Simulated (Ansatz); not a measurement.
# BH3 on Al(110): a nudged elastic band in two tries

The task is a band of images between two relaxed ends. The slab cell is 2×2, 4 layers thick, and the adsorbate is set down on it by hand.

Method: DFT PBEsol, plane waves, PAW, scalar-relativistic, no spin polarisation, in Ansatz 0.2.0.

**1. The starting structure**

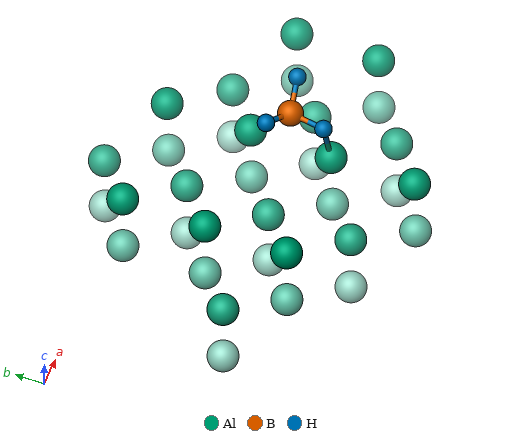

The starting structure, seen from above, slightly tilted (aluminium teal, boron orange, hydrogen blue). Each atom of the cell is drawn once, with copies of the slab's atoms added to fill out the patch; deeper layers are paler.

Its coordinates follow in the input file.

**2. The run**

File input.yaml:

```yaml
crystal:
  lattice:
    - [8.1, 0.0, 0.0]
    - [0.0, 5.727565, 0.0]
    - [0.0, 0.0, 17.295674]
  atoms:
    - { symbol: Al, position: [0.25, 0.25, 0.0578179] }
    - { symbol: Al, position: [0.75, 0.25, 0.0578179] }
    - { symbol: Al, position: [0.25, 0.75, 0.0578179] }
    - { symbol: Al, position: [0.75, 0.75, 0.0578179] }
    - { symbol: Al, position: [-0.00031941, 0.00057274, 0.13126853] }
    - { symbol: Al, position: [0.49997224, 0.00307446, 0.12825599] }
    - { symbol: Al, position: [-6.399e-05, 0.49953615, 0.13010213] }
    - { symbol: Al, position: [0.49990046, 0.496431, 0.13051534] }
    - { symbol: Al, position: [0.24614297, 0.2522075, 0.21157037] }
    - { symbol: Al, position: [0.75270392, 0.25179015, 0.21171675] }
    - { symbol: Al, position: [0.24999164, 0.75136833, 0.21566838] }
    - { symbol: Al, position: [0.74842711, 0.75095151, 0.21601075] }
    - { symbol: Al, position: [-0.00068257, 0.00213648, 0.28762692] }
    - { symbol: Al, position: [0.49873456, 0.01108173, 0.28412717] }
    - { symbol: Al, position: [-0.00076989, 0.50074868, 0.28703053] }
    - { symbol: Al, position: [0.49870785, 0.50186217, 0.28699872] }
    - { symbol: B, position: [0.50275078, 0.26105265, 0.38500807] }
    - { symbol: H, position: [0.63590007, 0.29371296, 0.41505659] }
    - { symbol: H, position: [0.38114579, 0.34244736, 0.41622357] }
    - { symbol: H, position: [0.47431899, 0.04401812, 0.38987606] }
basis:
  ecutwfc: 420.0
kpoints:
  mp_grid: { grid: [2, 3, 1] }
hamiltonian:
  xc: pbesol
  pseudopotentials: { kind: paw, azcp: { folder: soft_1 } }
scf:
  occupations: { method: gaussian, width: 0.15 }
  lower_state_search: "off"
  max_iter: 77
neb:
  images: 5
  f_tol: 0.03
  initial_path: idpp
  max_iterations: 8
  constraints: [{ sites: [0, 1, 2, 3] }]
  final_atoms:
    - { symbol: H, position: [0.50357104, 0.17745119, 0.3715399] }
    - { symbol: H, position: [0.26703288, 0.27019543, 0.38789762] }
    - { symbol: H, position: [0.52473666, 0.77038636, 0.35168882] }
    - { symbol: B, position: [0.3767143, 0.26328488, 0.34080672] }
    - { symbol: Al, position: [0.50564445, 0.53489812, 0.28717834] }
    - { symbol: Al, position: [-0.0031709, 0.50516478, 0.28728904] }
    - { symbol: Al, position: [0.50326033, -0.01163543, 0.28228575] }
    - { symbol: Al, position: [-0.00252381, 0.00065939, 0.28760368] }
    - { symbol: Al, position: [0.75714635, 0.75492366, 0.21001838] }
    - { symbol: Al, position: [0.24511288, 0.748821, 0.20989988] }
    - { symbol: Al, position: [0.74836573, 0.25477952, 0.21351139] }
    - { symbol: Al, position: [0.26032688, 0.25114454, 0.22102759] }
    - { symbol: Al, position: [0.50006493, 0.50249618, 0.12848896] }
    - { symbol: Al, position: [-0.00048573, 0.50052215, 0.13093476] }
    - { symbol: Al, position: [0.49999658, -8.854e-05, 0.12593662] }
    - { symbol: Al, position: [0.00249231, 0.00200266, 0.13168589] }
    - { symbol: Al, position: [0.75, 0.74999999, 0.05781793] }
    - { symbol: Al, position: [0.25, 0.74999999, 0.05781793] }
    - { symbol: Al, position: [0.75, 0.25, 0.05781793] }
    - { symbol: Al, position: [0.25, 0.25, 0.05781793] }
  order_check: true
```

Launch:

```sh
$ ansatz run input.yaml --threads 1 --pin off --max-ram 3072MiB --backend cpu --events-out ev --progress --plain --runs-dir out
```

Standard output:

```text
Error: 8 input errors — fix all and re-run
  1. invalid value for `neb.final_atoms`: atom 0 is H but atom 0 of crystal.atoms is Al — the final endpoint must list the same atoms in the same order
  2. invalid value for `neb.final_atoms`: atom 1 is H but atom 1 of crystal.atoms is Al — the final endpoint must list the same atoms in the same order
  3. invalid value for `neb.final_atoms`: atom 2 is H but atom 2 of crystal.atoms is Al — the final endpoint must list the same atoms in the same order
  4. invalid value for `neb.final_atoms`: atom 3 is B but atom 3 of crystal.atoms is Al — the final endpoint must list the same atoms in the same order
  5. invalid value for `neb.final_atoms`: atom 16 is Al but atom 16 of crystal.atoms is B — the final endpoint must list the same atoms in the same order
  6. invalid value for `neb.final_atoms`: atom 17 is Al but atom 17 of crystal.atoms is H — the final endpoint must list the same atoms in the same order
  7. invalid value for `neb.final_atoms`: atom 18 is Al but atom 18 of crystal.atoms is H — the final endpoint must list the same atoms in the same order
  8. invalid value for `neb.final_atoms`: atom 19 is Al but atom 19 of crystal.atoms is H — the final endpoint must list the same atoms in the same order
```

It took 0.02 s on 1 thread of Intel Xeon 6975P-C (Granite Rapids), shared host; peak memory 0.045 GiB.

**3. Reading the log**

Nothing was computed: the input was turned down at the start. Its message: «8 input errors — fix all and re-run 1. invalid value for `neb.final_atoms`: atom 0 is H but atom 0 of crystal.atoms is Al — the final endpoint must list the same atoms in the same order»

The second end lists its atoms in reverse order, and the band pairs atoms by their place in the list.

The cure: keep one order at both ends.

**4. Second try**

File input.yaml:

```yaml
crystal:
  lattice:
    - [8.1, 0.0, 0.0]
    - [0.0, 5.727565, 0.0]
    - [0.0, 0.0, 17.295674]
  atoms:
    - { symbol: Al, position: [0.25, 0.25, 0.0578179] }
    - { symbol: Al, position: [0.75, 0.25, 0.0578179] }
    - { symbol: Al, position: [0.25, 0.75, 0.0578179] }
    - { symbol: Al, position: [0.75, 0.75, 0.0578179] }
    - { symbol: Al, position: [-0.00031941, 0.00057274, 0.13126853] }
    - { symbol: Al, position: [0.49997224, 0.00307446, 0.12825599] }
    - { symbol: Al, position: [-6.399e-05, 0.49953615, 0.13010213] }
    - { symbol: Al, position: [0.49990046, 0.496431, 0.13051534] }
    - { symbol: Al, position: [0.24614297, 0.2522075, 0.21157037] }
    - { symbol: Al, position: [0.75270392, 0.25179015, 0.21171675] }
    - { symbol: Al, position: [0.24999164, 0.75136833, 0.21566838] }
    - { symbol: Al, position: [0.74842711, 0.75095151, 0.21601075] }
    - { symbol: Al, position: [-0.00068257, 0.00213648, 0.28762692] }
    - { symbol: Al, position: [0.49873456, 0.01108173, 0.28412717] }
    - { symbol: Al, position: [-0.00076989, 0.50074868, 0.28703053] }
    - { symbol: Al, position: [0.49870785, 0.50186217, 0.28699872] }
    - { symbol: B, position: [0.50275078, 0.26105265, 0.38500807] }
    - { symbol: H, position: [0.63590007, 0.29371296, 0.41505659] }
    - { symbol: H, position: [0.38114579, 0.34244736, 0.41622357] }
    - { symbol: H, position: [0.47431899, 0.04401812, 0.38987606] }
basis:
  ecutwfc: 420.0
kpoints:
  mp_grid: { grid: [2, 3, 1] }
hamiltonian:
  xc: pbesol
  pseudopotentials: { kind: paw, azcp: { folder: soft_1 } }
scf:
  occupations: { method: gaussian, width: 0.15 }
  lower_state_search: "off"
neb:
  images: 5
  f_tol: 0.03
  initial_path: idpp
  max_iterations: 58
  constraints: [{ sites: [0, 1, 2, 3] }]
  final_atoms:
    - { symbol: Al, position: [0.25, 0.25, 0.05781793] }
    - { symbol: Al, position: [0.75, 0.25, 0.05781793] }
    - { symbol: Al, position: [0.25, 0.74999999, 0.05781793] }
    - { symbol: Al, position: [0.75, 0.74999999, 0.05781793] }
    - { symbol: Al, position: [0.00249231, 0.00200266, 0.13168589] }
    - { symbol: Al, position: [0.49999658, -8.854e-05, 0.12593662] }
    - { symbol: Al, position: [-0.00048573, 0.50052215, 0.13093476] }
    - { symbol: Al, position: [0.50006493, 0.50249618, 0.12848896] }
    - { symbol: Al, position: [0.26032688, 0.25114454, 0.22102759] }
    - { symbol: Al, position: [0.74836573, 0.25477952, 0.21351139] }
    - { symbol: Al, position: [0.24511288, 0.748821, 0.20989988] }
    - { symbol: Al, position: [0.75714635, 0.75492366, 0.21001838] }
    - { symbol: Al, position: [-0.00252381, 0.00065939, 0.28760368] }
    - { symbol: Al, position: [0.50326033, -0.01163543, 0.28228575] }
    - { symbol: Al, position: [-0.0031709, 0.50516478, 0.28728904] }
    - { symbol: Al, position: [0.50564445, 0.53489812, 0.28717834] }
    - { symbol: B, position: [0.3767143, 0.26328488, 0.34080672] }
    - { symbol: H, position: [0.52473666, 0.77038636, 0.35168882] }
    - { symbol: H, position: [0.26703288, 0.27019543, 0.38789762] }
    - { symbol: H, position: [0.50357104, 0.17745119, 0.3715399] }
  order_check: true
```

Launch:

```sh
$ ansatz run input.yaml --threads 1 --pin off --max-ram 3072MiB --backend cpu --events-out ev --progress --plain --runs-dir out
```

The limit on steps is raised as well. From its log:

```text
NEB iter   1: max|band force component| = 2.388e0 eV/Å  barrier→ = 2.1140 eV  barrier← = 1.4905 eV  Δτ_max = 0.2000 Å  (73 SCF iters)
NEB iter   2: max|band force component| = 1.761e0 eV/Å  barrier→ = 1.5231 eV  barrier← = 0.8996 eV  Δτ_max = 0.2000 Å  (40 SCF iters)
NEB iter   3: max|band force component| = 3.606e0 eV/Å  barrier→ = 1.5175 eV  barrier← = 0.8940 eV  Δτ_max = 0.1014 Å  (39 SCF iters)
[...]
NEB iter  17: max|band force component| = 3.875e-2 eV/Å  barrier→ = 1.3021 eV  barrier← = 0.6786 eV  CI = image 4  Δτ_max = 0.1159 Å  (7 SCF iters)
NEB iter  18: max|band force component| = 3.734e-2 eV/Å  barrier→ = 1.3014 eV  barrier← = 0.6780 eV  CI = image 4  Δτ_max = 0.0317 Å  (30 SCF iters)
NEB iter  19: max|band force component| = 2.143e-2 eV/Å  barrier→ = 1.3010 eV  barrier← = 0.6775 eV  CI = image 4  CI's point: of a kind that is not told: the force calls were inconclusive, a negative curvature could not be distinguished from the path's own, the only one lies far off the path, or fixed occupations may fill a level only in part  Δτ_max = 0.0000 Å  (319 SCF iters)
```

Run time: 13 min. Hardware: 1 thread of Intel Xeon 6975P-C (Granite Rapids), shared host; peak memory 1.1 GiB.

Second try: 19 iterations, highest image 1.30 eV above the first end.

**5. What came out**

| quantity | value |
| --- | --- |
| first try | refused |
| cause | the second end lists its atoms in reverse order, and the band pairs atoms by their place in the list |

The fault in the first input was caught at the input check and cost nothing.
